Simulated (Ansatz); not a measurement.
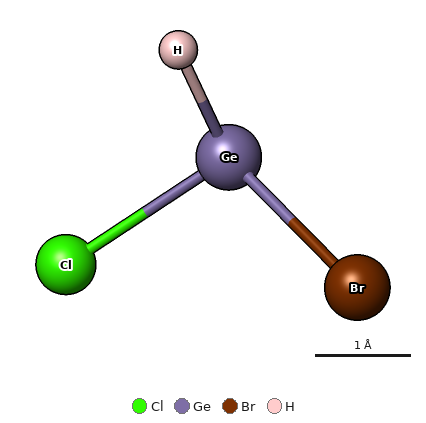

Fig. 1: The structure (ball-and-stick view, seen at a tilt). Sticks mark near contacts. Bond lengths as drawn: Br–Ge 2.31 Å, Cl–Ge 2.15 Å and Ge–H 1.56 Å.

## Run report: GeHBrCl, single-point calculation

The run: single-point calculation of GeHBrCl, multiplicity 2, SMILES [Cl][GeH][Br]. Method and program: UKS PBE0-D4/def2-TZVPP (Ansatz 0.2.0).

The geometry comes from this level: PBE0-D4/def2-TZVP.

**Input**
```yaml
crystal:
  periodic: [false, false, false]
  atoms:
    - {symbol: Cl, position_ang: [-1.869042, 0.399916, -0.447475]}
    - {symbol: Ge, position_ang: [0.269995, 0.163018, -0.472865]}
    - {symbol: Br, position_ang: [0.799613, -1.886537, 0.442643]}
    - {symbol: H, position_ang: [0.855034, 1.263302, 0.457397]}
basis:
  gaussian: {orbitals: def2-TZVPP}
magnetization: {spin_polarized: true, initial_magnetization: 1}
hamiltonian: {xc: pbe0, dispersion: d4}
output: {orbitals: {seedname: orbitals}}
```

Hardware: 4 threads of Intel Xeon @ 2.90GHz, 15 GiB of memory available, shared host.

Launched with:
```bash
ansatz run in.yaml --threads 4 --pin off --events-out ev --progress --plain --max-ram 10444MiB
```

**What the program printed**
```
Functional definition: PBE0
  name "PBE0"
  cite "Adamo & Barone, J. Chem. Phys. 110, 6158 (1999) doi:10.1063/1.478522"
  cite "Perdew, Burke & Ernzerhof, Phys. Rev. Lett. 77, 3865 (1996) doi:10.1103/PhysRevLett.77.3865"
  parent pbe
  parameter a = 0.25
  parameter kappa = 0.804
  parameter beta = 0.06672455060314922
  exchange = (1 - a)*pbe_x(kappa = kappa, mu = beta*pi^2/3) + a*exact_x
  correlation = pbe_c(beta = beta)
978 factors; integrals over basis functions are off by at most 5.8e-4 eV
mean field evaluation 1: about -139085.2192 eV, gradient 1.4e1 eV
mean field evaluation 2: about -139084.9327 eV, gradient 1.8e1 eV
mean field evaluation 4: about -139085.9289 eV, gradient 5.6e-1 eV
mean field evaluation 8: about -139085.9775 eV, gradient 9.8e-2 eV
mean field evaluation 16: about -139085.9775 eV, gradient 1.1e-4 eV
mean field -139085.97751638 eV, -5111.3153978654 hartree, gradient 3.3e-5 eV, S^2 0.753337; 0 other end points of the search recorded, 0 dependent functions left out
reference -139085.97754157 eV, -5111.3153987911 hartree; 43, 42 occupied and 109, 110 virtual orbitals, 978 factors
Total energy: -139086.07665010 eV, -5111.3190409625 hartree
```

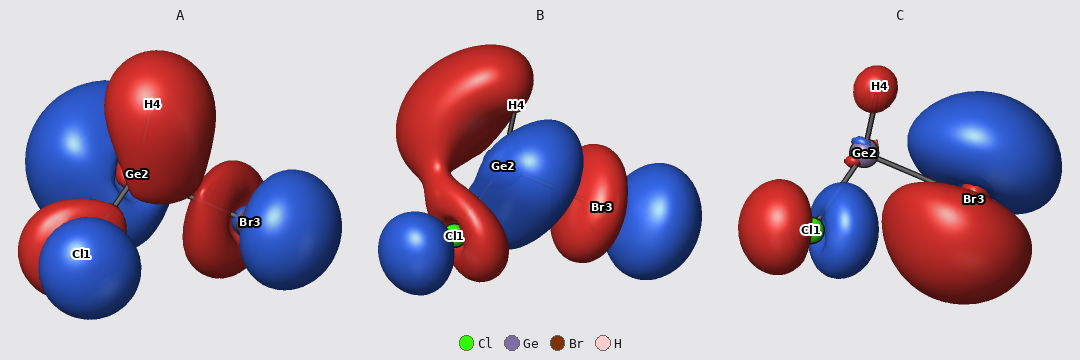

Fig. 2: Three frontier orbitals at ±0.08 Å⁻³ᐟ² (red and blue are the two phases). C is the HOMO−1 (α) (−8.80 eV). A is the HOMO (α) (−7.02 eV). Its weight (Hirshfeld) is mainly on Ge2 (55 %), Br3 (20 %), Cl1 (15 %) and H4 (10 %). B is the LUMO (α) (−0.92 eV). By Hirshfeld shares it lies mainly on Ge2 (50 %), Br3 (30 %) and Cl1 (15 %). The HOMO–LUMO gap is 6.10 eV between the orbital energies.

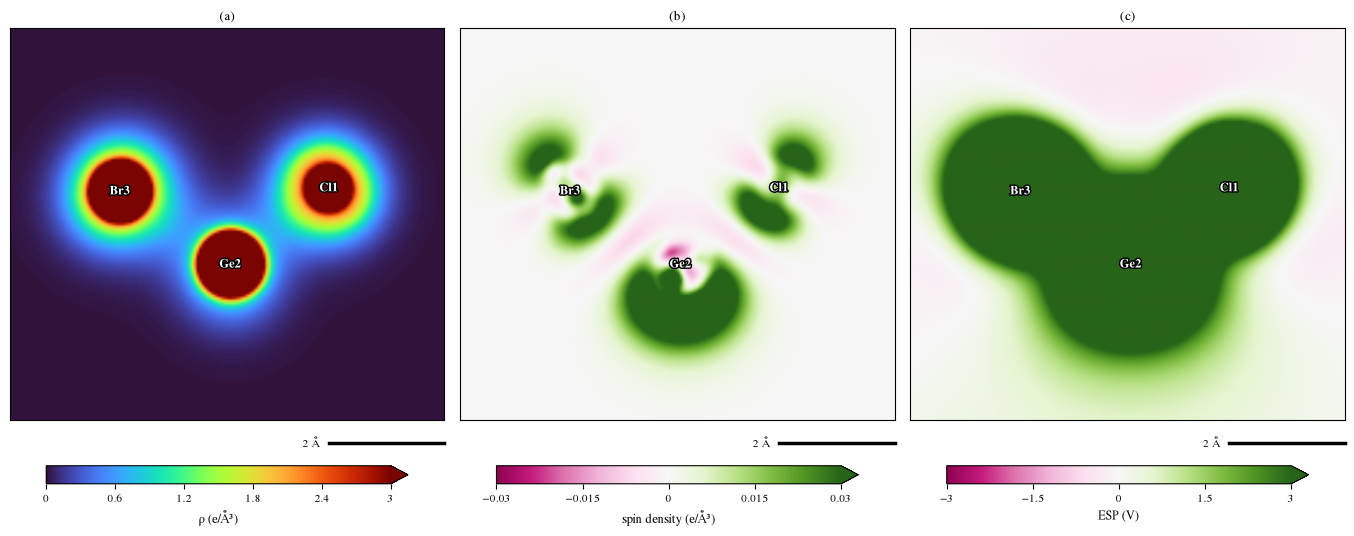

Fig. 3: (a) electron density; (b) spin density; (c) electrostatic potential on the plane of atoms Cl1, Ge2 and Br3. The section cuts through Cl, Ge and Br sites. Ge–Cl (2.15 Å): ρ is about 0.77 e/Å³ halfway. The unpaired spin (1 electron) lies mostly on Ge2 (about 0.6), Br3 (about 0.1), H4 (about 0.1) and Cl1 (about 0.1), in electrons by Hirshfeld's partition.

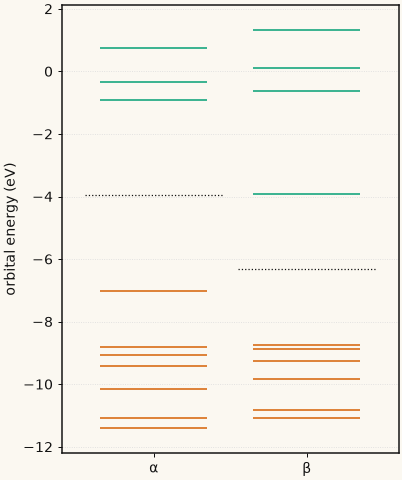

Fig. 4: Orbital energies near the frontier for α and β spins; the dotted line parts filled from empty levels, and levels within 0.02 eV of each other stand side by side. α: highest filled −7.02 eV, lowest empty −0.92 eV, 6.10 eV apart; β: highest filled −8.74 eV, lowest empty −3.91 eV, 4.83 eV apart.

**Results in brief**

```json
{"quantity": "outcome", "value": "converged"}
{"quantity": "total energy", "value": "−139086.0767 eV"}
{"quantity": "mean-field energy", "value": "−139085.9775 eV"}
{"quantity": "dispersion energy", "value": "−0.0991 eV"}
{"quantity": "⟨S²⟩", "value": "0.753"}
{"quantity": "SCF solution under orbital rotations", "value": "stable"}
{"quantity": "HOMO (either spin)", "value": "−7.02 eV"}
{"quantity": "LUMO (either spin)", "value": "−3.91 eV"}
{"quantity": "wall time", "value": "2.2 s (CPU time 7.9 s)"}
{"quantity": "peak memory", "value": "0.48 GiB"}
```
